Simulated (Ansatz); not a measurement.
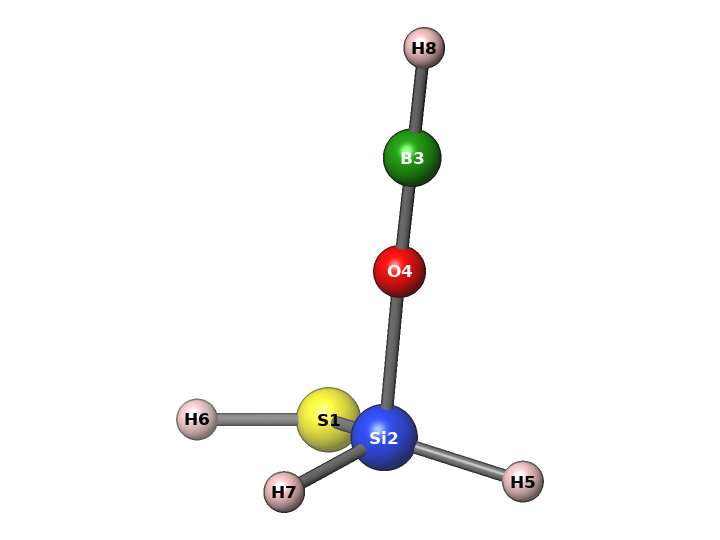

S1 lies behind Si2. The molecule seen a little off the Si2–S1 bond, Si2 in front. Depth is shown by fading: the farther an atom, the more it takes the colour of the background. Charge +1, singlet. Computed geometry: PBE0-D4/def2-TZVP optimisation. No frequency run is at hand to confirm it as a minimum.

**What is the torsion angle O4–Si2–S1–H6? The sign is positive where the front bond must turn clockwise to cover the back bond.**

−89°, about perpendicular.
